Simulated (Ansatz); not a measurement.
**ClH$_{5}$W···HCl: density, localisation and related maps**

The calculation's input:

```
crystal:
  periodic: [false, false, false]
  atoms:
    - { symbol: W, position_ang: [0.0, 0.0, 0.0] }
    - { symbol: Cl, position_ang: [0.0, 0.0, 2.74] }
    - { symbol: H, position_ang: [1.72, 0.0, 0.0] }
    - { symbol: H, position_ang: [0.0, 1.72, 0.0] }
    - { symbol: H, position_ang: [-1.72, 0.0, 0.0] }
    - { symbol: H, position_ang: [0.0, -1.72, 0.0] }
    - { symbol: Cl, position_ang: [0.0, 0.0, -2.39] }
    - { symbol: H, position_ang: [1.3275, 1.3829, 0.637] }
    - { symbol: H, position_ang: [1.114, 1.1605, 1.6422] }
basis:
  gaussian: { orbitals: def2-SVP }
hamiltonian:
  xc: pbe0
  dispersion: d4
relax:
  f_tol: 0.15
  max_steps: 25
  restrain:
    - { distance: [0, 7], at: 1.72, k: 30.0 }
    - { distance: [8, 1], at: 1.37, k: 30.0 }
    - { distance: [0, 1], at: 3.59, k: 30.0 }
    - { distance: [8, 7], at: 1.86, k: 30.0 }
output:
  orbitals: {}
```

Launched as:

```sh
ansatz run input.yaml --threads 2 --pin off --max-ram 3072MiB --backend cpu --events-out ev --progress --plain --runs-dir out
```

The fields are those of the run's last geometry, not of the input's.

Core potentials replace the inner electrons of W; not at a stationary point (largest force 1.2 eV/Å).

Level of theory: RKS PBE0-D4/def2-SVP in Ansatz.

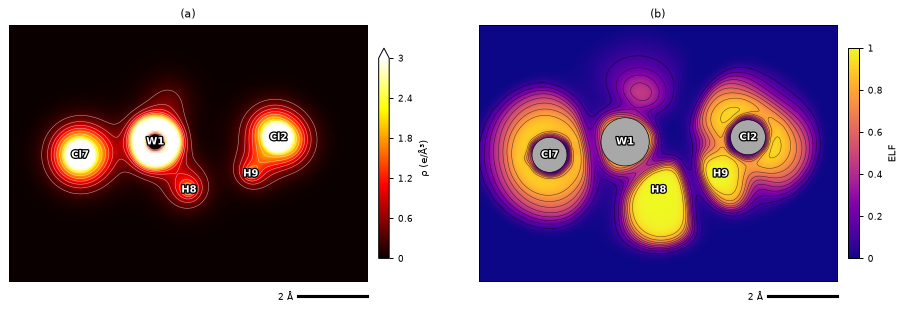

Figure 1. (a) electron density; (b) ELF on the plane of atoms Cl7, W1 and H8. Grey discs cover the atomic cores in the ELF map.

What does the map show?

Answer. The plane passes through W, Cl and H nuclei. H8···H9 (1.86 Å): the density falls to about 0.12 e/Å³ on the way; the ELF dips to about 0.15 between them. W–Cl (2.24 Å): ρ at the midpoint is about 0.73 e/Å³; the ELF peaks at about 0.85 in the valence shell of Cl, 0.9 Å from its nucleus, and is about 0.40 at the midpoint. Cl–H (1.34 Å): ρ at the midpoint is about 1.8 e/Å³; the ELF climbs to about 1 towards the hydrogen, as it does in any bond to H; an ordinary covalent bond to hydrogen. The ELF also peaks beside Cl2, away from the bonds: lone-pair regions.

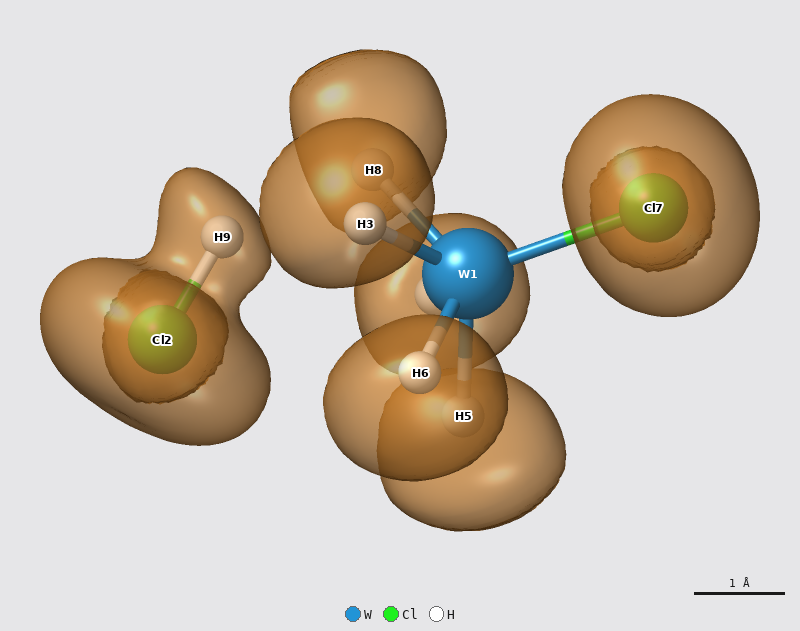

Figure 2. Isosurface of the ELF at 0.75 (orange), seen at a tilt. Only the valence region is drawn (cores and ρ < 0.01 e/Å³ removed).

Identify the bonds, lone pairs and shells in this picture.

Answer. At this value the surface marks out five regions around hydrogen nuclei, one region wrapped around Cl (its valence shell) and one joined region spread over several atoms (Cl, H), in which their bonds and any lone pairs are merged.

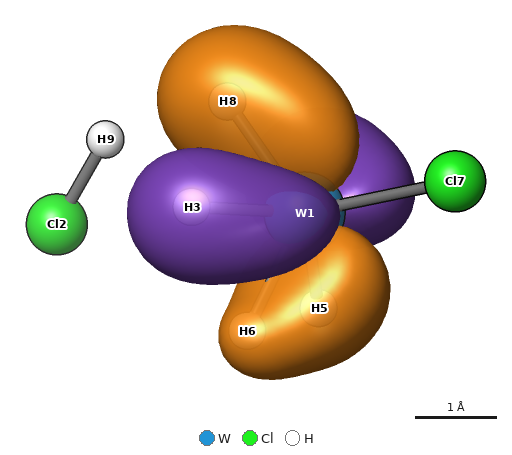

Figure 3. The HOMO−1 at ±0.1 Å⁻³ᐟ² (orange and purple are the two phases), seen at a tilt.

What is the character of this orbital?

Answer. Its weight (Hirshfeld) is mainly on W1 (about 55 %), H8 (about 15 %), H3 (about 10 %) and H4 (about 10 %). Its energy is −9.01 eV.
